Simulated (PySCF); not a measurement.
# C2H11FOSi3: magnetic properties

What do calculations give for the magnetic properties of C2H11FOSi3 (`CC[SiH2]O[SiH2][SiH2]F`)?

Programs: PySCF 2.14.0, with routines of our own; each step states its level. All values are computed. Atoms count from 0.

## 1. The system as given

18 atoms, charge 0, multiplicity 1; geometry from: GFN2-xTB.

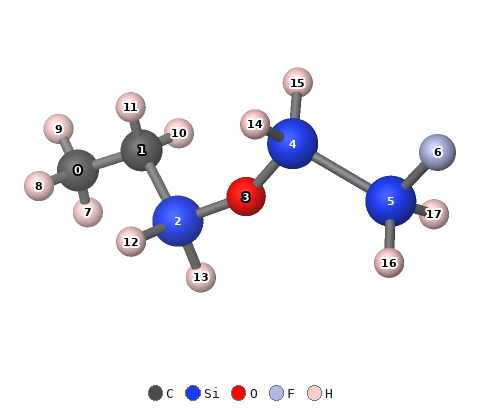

The starting geometry (carbon dark grey, silicon blue, oxygen red, fluorine light blue, hydrogen pink).

## 2. Magnetic properties: GIAO B3LYP/pcSseg-1

The job: settings as JSON, then the geometry in Å.

```
{"job": {"kind": "mag", "xc": "B3LYP", "basis": "pcSseg-1", "isotopologues": 2}, "charge": 0, "multiplicity": 1}
C     -3.456029     0.146446    -0.317691
C     -2.010223    -0.070030     0.115765
Si    -0.764301     0.226179    -1.284805
O      0.751711     0.004352    -0.745838
Si     1.913149    -0.760466     0.096048
Si     3.807377     0.437668    -0.380990
F      5.021554    -0.343947     0.355696
H     -3.601023     1.165519    -0.669099
H     -3.718687    -0.528738    -1.128892
H     -4.143365    -0.028905     0.508422
H     -1.788488     0.595288     0.953527
H     -1.901639    -1.087422     0.499364
H     -0.967680    -0.720334    -2.382919
H     -0.751316     1.618462    -1.733389
H      1.904385    -2.165787    -0.337881
H      1.492603    -0.765644     1.506701
H      4.272847     0.495413    -1.768652
H      3.930369     1.788265     0.173457
```

Method: GIAO B3LYP/pcSseg-1 magnetisability, rotational g tensor and spin-rotation constants, non-relativistic, gas phase.

Command:

```bash
OMP_NUM_THREADS=1 python excited_run.py task.json out
```

This one command runs all jobs of the session in turn.

What it wrote:

```text
coarse grid: 16040 points
cycle   1  E = -1126.2713588515  dE =  4.570e-01  |g| = 1.057e+00  |ddm| = 3.758e+00
cycle   2  E = -1125.8743114363  dE =  3.970e-01  |g| = 1.816e+00  |ddm| = 2.354e+00
cycle   3  E = -1126.4628228172  dE = -5.885e-01  |g| = 1.543e-01  |ddm| = 1.757e+00
cycle   4  E = -1126.4666943021  dE = -3.871e-03  |g| = 8.310e-02  |ddm| = 1.944e-01
cycle   5  E = -1126.4681056249  dE = -1.411e-03  |g| = 1.657e-02  |ddm| = 6.794e-02
cycle   6  E = -1126.4681437567  dE = -3.813e-05  |g| = 5.179e-03  |ddm| = 1.450e-02
cycle   7  E = -1126.4681487859  dE = -5.029e-06  |g| = 1.011e-03  |ddm| = 4.932e-03
final grid: 140104 points
cycle   8  E = -1126.5220071924  dE = -1.906e-05  |g| = 6.330e-03  |ddm| = 1.587e-02
cycle   9  E = -1126.5219999308  dE =  7.262e-06  |g| = 8.580e-03  |ddm| = 1.147e-02
cycle  10  E = -1126.5220162012  dE = -1.627e-05  |g| = 9.335e-04  |ddm| = 6.715e-03
cycle  11  E = -1126.5220163536  dE = -1.523e-07  |g| = 2.517e-04  |ddm| = 1.006e-03
cycle  12  E = -1126.5220163646  dE = -1.106e-08  |g| = 5.364e-05  |ddm| = 2.028e-04
cycle  13  E = -1126.5220163650  dE = -4.247e-10  |g| = 2.251e-05  |ddm| = 5.195e-05
converged SCF energy = -1126.5220163650

Magnetisability tensor (1e-30 J/T^2)
    -1474.27      116.16     -150.33
      116.16    -1250.04       78.09
     -150.33       78.09    -1249.32
isotropic -1324.54   principal values   -1604.09  -1204.57  -1164.96
isotropic susceptibility -79.766 1e-6 cm^3/mol

Inertial axes            a          b          c
rot. const./GHz      5.4918     0.4471     0.4305
chi total           -90.616    -77.876    -70.805
chi diamagnetic    -381.447  -2765.626  -2868.294
chi paramagnetic    290.831   2687.750   2797.489
quadrupole/D A       -6.986      3.450      3.536
g nuclear            0.6758     0.5545     0.5547
g electronic        -0.7504    -0.5645    -0.5658
g total             -0.0746    -0.0100    -0.0111

Spin-rotation constants (kHz, H = +C I.J)
atom  isotope        aa         bb         cc
  6    19F        2.114      0.144     -0.004
  7     1H       -0.564     -0.014     -0.032
  8     1H       -0.519     -0.050     -0.001
  9     1H       -0.378     -0.015     -0.041
 10     1H       -0.585     -0.047      0.002
 11     1H       -0.607     -0.005     -0.036
 12     1H       -0.469     -0.038      0.019
 13     1H       -0.503      0.003     -0.018
 14     1H       -0.484     -0.034      0.019
 15     1H       -0.447      0.002     -0.019
 16     1H       -0.435      0.003     -0.021
 17     1H       -0.482     -0.037      0.022
  0    13C*       0.728      0.059      0.055
  1    13C*       0.743      0.064      0.060
  2   29Si*      -3.154     -0.282     -0.286
  3    17O*      -0.573     -0.025     -0.004
  4   29Si*      -2.957     -0.274     -0.276
  5   29Si*      -3.163     -0.291     -0.301
* in the singly substituted isotopologue

Isotopologues: g along a, b, c
2H    at 7,8,9,10,11,12    -0.0558    -0.0091    -0.0100
13C   at 0                 -0.0745    -0.0099    -0.0109
```

It took 49 s on 1 thread of Arm Neoverse V2, shared host; peak memory 0.86 GiB.

From this job:

```csv
quantity,value
magnetisability,-1325·10⁻³⁰ J/T²
molar susceptibility,-79.8·10⁻⁶ cm³/mol
"rotational g (a, b, c)","-0.0746, -0.0100, -0.0111"
```

Orbitals, density, ELF and potential are computed afterwards from the orbital file.

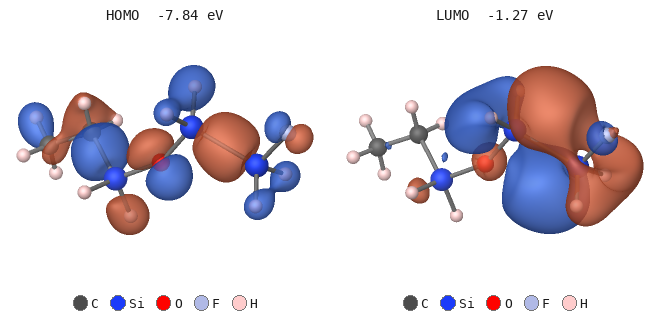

Frontier orbitals at B3LYP/pcSseg-1; each surface holds 70 % of the orbital's density, blue and red mark the sign.

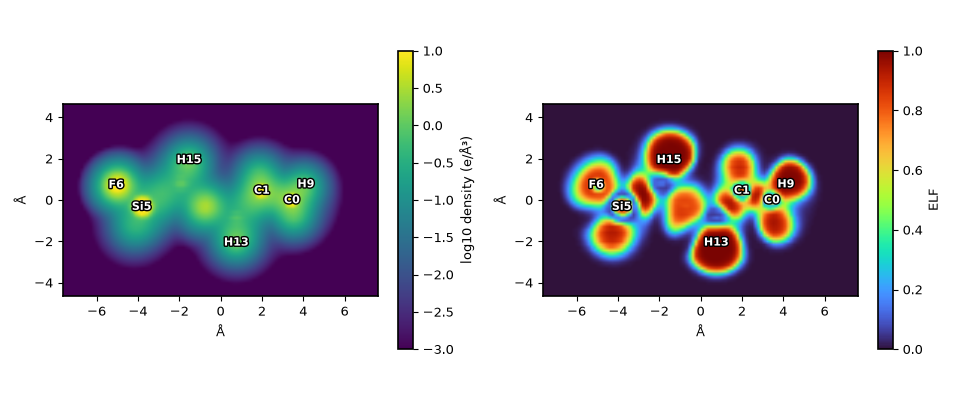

Density (left) and ELF (right) in a plane through or near 7 of the atoms.

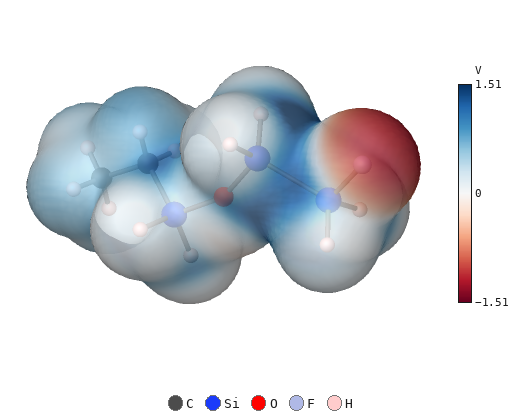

Electrostatic potential on the surface of density 0.002 e/bohr³; red is low, blue high. It runs, from the 1st to the 99th percentile, from -1.19 V near F6 to 1.51 V near Si5.

## 3. Magnetic properties: common gauge origin OLYP/cc-pVDZ

The job, as its differences from that of step 2:

```diff
@@ -1,2 +1,2 @@
-{"job": {"kind": "mag", "xc": "B3LYP", "basis": "pcSseg-1", "isotopologues": 2}, "charge": 0, "multiplicity": 1}
+{"job": {"kind": "mag", "xc": "OLYP", "basis": "cc-pVDZ", "gauge": [0, 0, 0]}, "charge": 0, "multiplicity": 1}
 C     -3.456029     0.146446    -0.317691
```

Level: common gauge origin OLYP/cc-pVDZ magnetisability, rotational g tensor and spin-rotation constants, non-relativistic, gas phase.

What it wrote:

```text
coarse grid: 16040 points
cycle   1  E = -1126.0937526684  dE =  5.307e-01  |g| = 1.105e+00  |ddm| = 7.949e+00
cycle   2  E = -1125.1211659195  dE =  9.726e-01  |g| = 2.440e+00  |ddm| = 4.886e+00
cycle   3  E = -1126.3230118511  dE = -1.202e+00  |g| = 2.408e-01  |ddm| = 3.387e+00
cycle   4  E = -1126.3325144891  dE = -9.503e-03  |g| = 1.582e-01  |ddm| = 6.398e-01
cycle   5  E = -1126.3383102297  dE = -5.796e-03  |g| = 3.583e-02  |ddm| = 2.647e-01
cycle   6  E = -1126.3385404441  dE = -2.302e-04  |g| = 1.316e-02  |ddm| = 7.100e-02
cycle   7  E = -1126.3385780595  dE = -3.762e-05  |g| = 2.345e-03  |ddm| = 2.262e-02
cycle   8  E = -1126.3385794357  dE = -1.376e-06  |g| = 6.774e-04  |ddm| = 6.733e-03
final grid: 140104 points
cycle   9  E = -1126.3624815396  dE =  1.153e-05  |g| = 2.121e-02  |ddm| = 7.519e-02
cycle  10  E = -1126.3622140399  dE =  2.675e-04  |g| = 4.229e-02  |ddm| = 8.325e-02
cycle  11  E = -1126.3625672482  dE = -3.532e-04  |g| = 3.388e-03  |ddm| = 5.644e-02
cycle  12  E = -1126.3625700348  dE = -2.787e-06  |g| = 6.275e-04  |ddm| = 6.020e-03
cycle  13  E = -1126.3625701190  dE = -8.418e-08  |g| = 1.764e-04  |ddm| = 1.327e-03
cycle  14  E = -1126.3625701260  dE = -6.978e-09  |g| = 5.838e-05  |ddm| = 3.694e-04
cycle  15  E = -1126.3625701268  dE = -8.213e-10  |g| = 8.858e-06  |ddm| = 1.100e-04
converged SCF energy = -1126.3625701268

Magnetisability tensor (1e-30 J/T^2)
    -3294.91     -171.08     1885.62
     -171.08   -19448.75     -398.97
     1885.62     -398.97   -18858.04
isotropic -13867.23   principal values  -19685.97 -18848.89  -3066.83
isotropic susceptibility -835.104 1e-6 cm^3/mol

Inertial axes            a          b          c
rot. const./GHz      5.4918     0.4471     0.4305
chi total          -185.810  -1135.088  -1184.415
chi diamagnetic    -378.554  -2761.350  -2864.073
chi paramagnetic    192.744   1626.262   1679.659
quadrupole/D A       -5.452      2.635      2.817
g nuclear            0.6758     0.5545     0.5547
g electronic        -0.4973    -0.3416    -0.3397
g total              0.1785     0.2129     0.2150

Spin-rotation constants (kHz, H = +C I.J)
atom  isotope        aa         bb         cc
  6    19F        2.523      0.502      0.176
  7     1H       -0.743      0.119      0.061
  8     1H       -0.928      0.087      0.136
  9     1H       -0.236      0.194      0.168
 10     1H       -0.742     -0.153     -0.135
 11     1H       -0.857     -0.110     -0.131
 12     1H        0.303     -0.011      0.011
 13     1H        0.337     -0.106     -0.002
 14     1H        0.396     -0.140     -0.115
 15     1H        0.020     -0.231     -0.138
 16     1H       -0.125      0.020      0.062
 17     1H        0.146     -0.026     -0.006
  0    13C*       0.529      0.073      0.068
  1    13C*       0.345      0.035      0.022
  2   29Si*      -2.675     -0.234     -0.235
  3    17O*      -0.488      0.052      0.084
  4   29Si*      -2.448     -0.185     -0.180
  5   29Si*      -2.625     -0.217     -0.227
* in the singly substituted isotopologue
```

Run time: 25 s. Hardware: 1 thread of Arm Neoverse V2, shared host; peak memory 0.66 GiB.

A normal end doesn't make this result sound: a common gauge origin replaces GIAOs, so the magnetic properties depend on where the origin lies.

## 4. Magnetic properties: GIAO LC-wPBE/6-31G*

The job, as its differences from that of step 3:

```diff
@@ -1,2 +1,2 @@
-{"job": {"kind": "mag", "xc": "OLYP", "basis": "cc-pVDZ", "gauge": [0, 0, 0]}, "charge": 0, "multiplicity": 1}
+{"job": {"kind": "mag", "xc": "LC-wPBE", "basis": "6-31G*", "grid": 0, "scf": {"max_cycle": 74}}, "charge": 0, "multiplicity": 1}
 C     -3.456029     0.146446    -0.317691
```

With the program's defaults for keys left out, this is: GIAO LC-wPBE/6-31G* magnetisability, rotational g tensor and spin-rotation constants, non-relativistic, gas phase.

What it wrote:

```text
final grid: 16040 points
cycle   1  E = -1125.9283002254  dE =  5.600e-01  |g| = 9.119e-01  |ddm| = 3.540e+00
cycle   2  E = -1125.9233329306  dE =  4.967e-03  |g| = 1.008e+00  |ddm| = 1.321e+00
cycle   3  E = -1126.0944756954  dE = -1.711e-01  |g| = 5.132e-02  |ddm| = 6.601e-01
cycle   4  E = -1126.0953308042  dE = -8.551e-04  |g| = 2.802e-02  |ddm| = 9.138e-02
cycle   5  E = -1126.0955118217  dE = -1.810e-04  |g| = 7.924e-03  |ddm| = 2.924e-02
cycle   6  E = -1126.0955219265  dE = -1.010e-05  |g| = 2.060e-03  |ddm| = 8.939e-03
cycle   7  E = -1126.0955229977  dE = -1.071e-06  |g| = 5.896e-04  |ddm| = 2.813e-03
cycle   8  E = -1126.0955231239  dE = -1.262e-07  |g| = 8.417e-05  |ddm| = 1.029e-03
cycle   9  E = -1126.0955231289  dE = -5.036e-09  |g| = 2.617e-05  |ddm| = 2.719e-04
cycle  10  E = -1126.0955231292  dE = -2.872e-10  |g| = 9.128e-06  |ddm| = 5.342e-05
converged SCF energy = -1126.0955231292

Magnetisability tensor (1e-30 J/T^2)
    -1486.76      115.66     -155.90
      115.66    -1261.62       91.60
     -155.90       91.60    -1252.07
isotropic -1333.48   principal values   -1622.62  -1220.77  -1157.06
isotropic susceptibility -80.304 1e-6 cm^3/mol

Inertial axes            a          b          c
rot. const./GHz      5.4918     0.4471     0.4305
chi total           -91.424    -78.964    -70.525
chi diamagnetic    -377.462  -2760.967  -2863.582
chi paramagnetic    286.038   2682.003   2793.057
quadrupole/D A       -6.192      3.097      3.095
g nuclear            0.6758     0.5545     0.5547
g electronic        -0.7380    -0.5633    -0.5649
g total             -0.0622    -0.0088    -0.0102

Spin-rotation constants (kHz, H = +C I.J)
atom  isotope        aa         bb         cc
  6    19F        1.862      0.107     -0.023
  7     1H       -0.584     -0.015     -0.032
  8     1H       -0.541     -0.050     -0.002
  9     1H       -0.401     -0.017     -0.042
 10     1H       -0.604     -0.046     -0.000
 11     1H       -0.623     -0.007     -0.037
 12     1H       -0.480     -0.038      0.018
 13     1H       -0.512      0.001     -0.018
 14     1H       -0.499     -0.034      0.018
 15     1H       -0.463      0.001     -0.019
 16     1H       -0.444      0.002     -0.021
 17     1H       -0.492     -0.037      0.021
  0    13C*       0.576      0.046      0.042
  1    13C*       0.555      0.048      0.045
  2   29Si*      -2.804     -0.252     -0.256
  3    17O*      -0.479     -0.020     -0.002
  4   29Si*      -2.682     -0.249     -0.253
  5   29Si*      -2.887     -0.266     -0.278
* in the singly substituted isotopologue
```

Run time: 25 s. Hardware: 1 thread of Arm Neoverse V2, shared host; peak memory 0.68 GiB.

A normal end doesn't make this result sound: grid level 0 is too coarse.

## 5. Outcome

| quantity | value |
| --- | --- |
| magnetisability (step 2, GIAO B3LYP/pcSseg-1) | -1325·10⁻³⁰ J/T² |
| molar susceptibility (step 2, GIAO B3LYP/pcSseg-1) | -79.8·10⁻⁶ cm³/mol |
| rotational g (a, b, c) (step 2, GIAO B3LYP/pcSseg-1) | -0.0746, -0.0100, -0.0111 |
| surface potential, 1st and 99th percentile | -1.19 V and 1.51 V |
| runs | 0 failed, 2 ended on unsound input |

At B3LYP/pcSseg-1, counted by nearest atom on the grid, the HOMO lies on O3 22 %; C1 14 %, the LUMO on Si5 21 %; Si4 16 %. Vibrational averaging and real surroundings are missing from these values.
